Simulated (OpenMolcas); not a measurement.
# C2H6B: a line through the functionals

C2H6B: 9 atoms, total charge 0, spin state doublet. SMILES: `[BH]CC`. Geometry: relaxed at PBE0-D4/def2-TZVP. This is one conformer, not always the lowest.

The vertical energy of the quartet above the doublet y, in eV, basis def2-SVPD; a is the functional's share of exact exchange. Programs: OpenMolcas 26.06.

| functional | program | a | y (eV) |
| --- | --- | --- | --- |
| UBLYP | OpenMolcas | 0 | 5.22 |
| U-r2SCAN | OpenMolcas | 0 | 5.06 |
| UB3LYP | OpenMolcas | 0.2 | 5.43 |
| UPBE0 | OpenMolcas | 0.25 | ? |
| UBHLYP | OpenMolcas | 0.5 | 5.72 |

Task: Fit y = c + s·a to the known rows and predict UPBE0.

Result: 
1. Means of the 4 rows: a = 0.1750, y = 5.357.
2. Σ(Δa)² = 0.1675, Σ(Δa·Δy) = 0.19575, so the slope is 0.19575/0.1675 = 1.1687.
3. Intercept: 5.357 − (1.1687) × 0.1750 = 5.152. The largest residual of the fit is 0.093.
4. UPBE0: 5.152 + (1.1687) × 0.25 = 5.44 eV.

The run gave 5.29 eV, so the prediction is off by +0.15 eV, more than the largest residual. The rows mix families of semi-local functionals, which the line can't see.

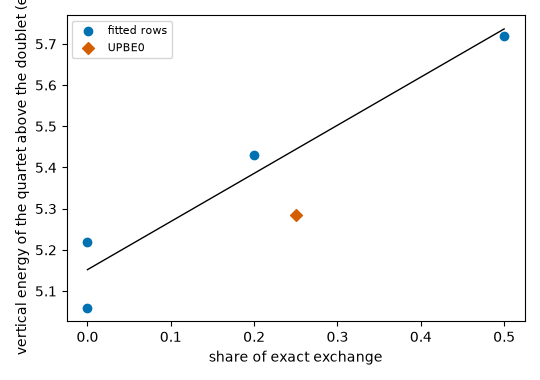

The fitted line, with the withheld row.
